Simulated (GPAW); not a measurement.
# Quasiparticle gap of AlH3 (R-3c) in GPAW, part 2 of 2

How does a plane-wave GW calculation on AlH3 (R-3c) run from the first input to the gap?

GPAW 26.7.0; LDA and many-body steps on it, plane waves. Known limits of the many-body steps: not at the basis limit.

So far. Step 3 (Bands along the symmetry lines): The gap is 1.943 eV, −0.013 eV from the run before at this level. Step 4 (Empty states on the mesh, 4×4×4 mesh, 237 bands): On this mesh the gap is 1.959 eV.

## (5) Screening and self-energy, 4×4×4 mesh, 105 bands, screening to 78 eV

Now the one-shot GW correction: screening in the RPA, then the self-energy of the levels asked for.

This step: G0W0 on LDA, plane waves, PAW.

The input, run.py:

```python
import json
import numpy as np
from gpaw.mpi import world
from gpaw.response.g0w0 import G0W0

gw = G0W0('full.gpw',
    filename='gw',
    kpts=[0, 4],
    bands=(4, 8),
    ecut=78,
    nbands=105,
    integrate_gamma='WS',
    ppa=True)
gw.calculate()
res = {mode: {k: v for k, v in r.items() if k != 'sigma_eskwn'}
       for mode, r in gw.all_results.items()}

if world.rank == 0:
    with open('result.json', 'w') as f:
        json.dump(res, f, default=lambda x: x.tolist())
```

Started as:

```
mpirun -n 4 gpaw python run.py
```

Numbers of over 12 decimals in the logs are rounded to 6 here.

Log:

```text
Using integrator: PointIntegrator
FrequencyGridDescriptor(from 0.000+0.000j to 0.000+27.211j eV, 2 points)
Nonperiodic BCs:  [False False False]
Using integrator: PointIntegrator
FrequencyGridDescriptor(from 0.000+0.000j to 0.000+27.211j eV, 2 points)
Nonperiodic BCs:  [False False False]
  ___  _ _ _
 |   || | | |
 | | || | | |
 |__ ||_____|
 |___|

BZ k-points: Symmetries present (total): 6

  [... matrices ...]
64 k-points: 4 x 4 x 4 Monkhorst-Pack grid + [1/8,1/8,1/8]
14 k-points in the irreducible part of the Brillouin zone
       k-points in crystal coordinates                weights
   0:     0.00000000    0.00000000    0.00000000          1/64
   1:     0.25000000    0.00000000   -0.25000000          6/64
   2:     0.25000000    0.00000000    0.00000000          6/64
   3:     0.25000000    0.25000000   -0.25000000          6/64
   4:     0.25000000    0.25000000    0.00000000          6/64
   5:     0.25000000    0.25000000    0.25000000          2/64
   6:     0.50000000    0.00000000    0.00000000          3/64
   7:     0.50000000    0.00000000    0.25000000          6/64
   8:     0.50000000    0.25000000   -0.25000000          6/64
   9:     0.50000000    0.25000000    0.00000000          6/64
          ...
  13:     0.50000000    0.50000000    0.50000000          1/64

Distributing spins, k-points and bands (1 x 2 x 4) over 4 processes
Number of blocks: 1

Quasi particle states:
k-points (IBZ indices): [0, 4]
Band range: (4, 8)
  [... matrices ...]
Computational parameters:
Plane wave cut-off: 78 eV
Number of bands: 105
Coulomb cutoff: None
Broadening: 0.1 eV

fxc modes: GW
Kernel: RPA
Using Godby-Needs plasmon-pole approximation:
  Fitting energy: i*E0, E0 = 1.000 Hartree
Summing all q:

Calculating screened Coulomb potential
No Coulomb truncation
FrequencyGridDescriptor(from 0.000+0.000j to 0.000+27.211j eV, 2 points)
Removing empty qpoint cache files...

Calculating chi0 body with:
    Ground state adapter containing:
    Number of spins: 1
    Number of kpoints: 64
    Number of irreducible kpoints: 14
    Number of completely occupied states: 6
    Number of partially occupied states: 6
    Occupied states memory: 1.802032 M / cpu

    Linear response parametrization:
    q_c: [0.0, 0.0, 0.0]
    Number of frequency points: 2
    Planewave cutoff: 78.0
    Number of bands: 105
    Number of planewaves: 113
    Broadening (eta): 1e-06
    comm.size: 4
    kncomm.size: 4
    blockcomm.size: 1

    Memory estimate of potentially large arrays:
        chi0_wGG: 0.389679 M / cpu
Integrating chi0 body.

Symmetries of q_c:
    Direct symmetries (Uq -> q): 6
    Indirect symmetries (TUq -> q): 0
In total 6 allowed symmetries.

  [... matrices ...]
14 groups of equivalent kpoints. 78.125% reduction.

Integral kind: response function
Integrating chi0 head and wings.

Symmetries of q_c:
    Direct symmetries (Uq -> q): 6
    Indirect symmetries (TUq -> q): 0
In total 6 allowed symmetries.

  [... matrices ...]
14 groups of equivalent kpoints. 78.125% reduction.

Integral kind: response function wings

Calculating chi0 body with:
    Ground state adapter containing:
    Number of spins: 1
    Number of kpoints: 64
    Number of irreducible kpoints: 14
    Number of completely occupied states: 6
    Number of partially occupied states: 6
    Occupied states memory: 1.802032 M / cpu

    Linear response parametrization:
[... the further q-points ...]

Results:
f:      Occupation numbers
eps:     KS-eigenvalues [eV]
vxc:     KS vxc [eV]
exx:     Exact exchange [eV]
sigma:   Self-energies [eV]
dsigma:  Self-energy derivatives
Z:       Renormalization factors
qp:      QP-energies [eV]

k-point 0 (0): (0.000, 0.000, 0.000)                GW
band       f     eps     vxc     exx   sigma  dsigma       Z      qp
                                                                   GW
   4   1.000   0.511 -11.891 -15.286   2.023  -0.269   0.788  -0.571
   5   1.000   0.511 -11.891 -15.286   2.023  -0.269   0.788  -0.571
   6   0.000   2.518 -12.899  -8.374  -3.187  -0.237   0.808   3.600
   7   0.000   6.178  -8.528  -3.651  -3.931  -0.223   0.818   6.951

k-point 1 (4): (0.250, 0.250, 0.000)                GW
band       f     eps     vxc     exx   sigma  dsigma       Z      qp
                                                                   GW
   4   1.000  -1.386 -11.657 -15.511   2.422  -0.291   0.775  -2.496
   5   1.000   0.559 -11.704 -14.965   1.934  -0.267   0.789  -0.488
   6   0.000   4.706 -12.820  -8.074  -3.478  -0.248   0.801   5.724
   7   0.000   6.043  -8.873  -4.155  -3.814  -0.224   0.817   6.782
```

The job ended after 70 s (4 MPI ranks of Arm Neoverse V1, shared host; peak memory 1.2 GiB; 4.7 min of CPU time).

Numbers from this step:

* G0W0 gap on the points computed: 4.088 eV
* least direct G0W0 gap on the computed points: 4.171 eV
* Z at the valence top: 0.7891
* Z at the conduction bottom: 0.8084
* starting gap on the mesh: 1.959 eV
* k of the valence top: 0.25, 0.25, 0
* k of the conduction bottom: 0, 0, 0

The gap on the mesh goes from 1.96 eV to 4.09 eV, a correction of +2.13 eV.

Limits: finite bands, cutoff and mesh. v1 is the top filled band, c1 the lowest empty one. The levels before and after the correction (eV, zero at the valence-band top of each column):

|  | conduction bottom | valence top |
| --- | --- | --- |
| Kohn-Sham | 1.96 | 0.00 |
| G0W0 | 4.09 | 0.00 |

|  | level | energy (eV) |
| --- | --- | --- |
| Kohn-Sham | Γ v2-v1 | -0.049 |
| Kohn-Sham | Γ c1 | 1.959 |
| Kohn-Sham | Γ c2 | 5.618 |
| Kohn-Sham | (0.25 0.25 0) v2 | -1.946 |
| Kohn-Sham | (0.25 0.25 0) v1 | 0.000 |
| Kohn-Sham | (0.25 0.25 0) c1 | 4.147 |
| Kohn-Sham | (0.25 0.25 0) c2 | 5.484 |
| G0W0 | Γ v2-v1 | -0.083 |
| G0W0 | Γ c1 | 4.088 |
| G0W0 | Γ c2 | 7.439 |
| G0W0 | (0.25 0.25 0) v2 | -2.008 |
| G0W0 | (0.25 0.25 0) v1 | 0.000 |
| G0W0 | (0.25 0.25 0) c1 | 6.212 |
| G0W0 | (0.25 0.25 0) c2 | 7.270 |

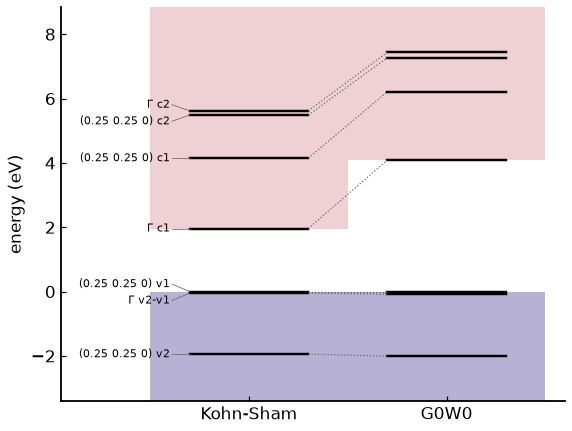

Levels before and after the correction. Shaded: valence and conduction bands.

## (6) Where the time went

Times are wall times on 4 MPI ranks of Arm Neoverse V1, shared host, good to a factor of about two.

| step | time | share | memory (GiB) |
| --- | --- | --- | --- |
| ground state | 10 s | 7 % | 0.8 |
| bands along the symmetry lines | 11 s | 7 % | 0.85 |
| empty states on the mesh | 56 s | 38 % | 2.4 |
| screening and self-energy | 70 s | 48 % | 1.2 |

## (7) Outcome

| Quantity | Value |
| --- | --- |
| LDA gap | 1.94 eV, indirect |
| G0W0 gap on the mesh | 4.09 eV |
| GW settings | 4×4×4 mesh, 105 bands, screening to 78 eV, Godby-Needs plasmon pole |
| known limits | not at the basis limit |

**Reading.** G0W0 moves the gap on the mesh from 1.96 eV to 4.09 eV (+2.13 eV), with Z of 0.79 and 0.81 at the edges. Only 2 of the mesh's irreducible points were corrected, so a valley elsewhere could overtake. Bands and cutoff are finite, so the gap is not at the basis limit. The miss can reach some tenths of an eV and take either sign; the mesh is an error of its own. These stock PAW sets were not made for GW. In the G0W0 run levels were corrected at 2 k points alone, so a gap called «on the mesh» is the least over those, and an edge elsewhere would be missed.

[Paths, hosts, dates, memory and timing lines, banners, echoed tables and standing remarks are left out of the program output.]

[Logs are printed without paths, hosts, clocks, repeated set-up lines and the standing remarks that a program may print on its own settings, such as how far it seeks lower states.]

[Runs of the session that timed out or met a known fault of the program may be left out.]

[Hosts, paths, dates, database ids (printed as entryN), source tags and the programs' standing remarks are cut or masked in the printed files.]
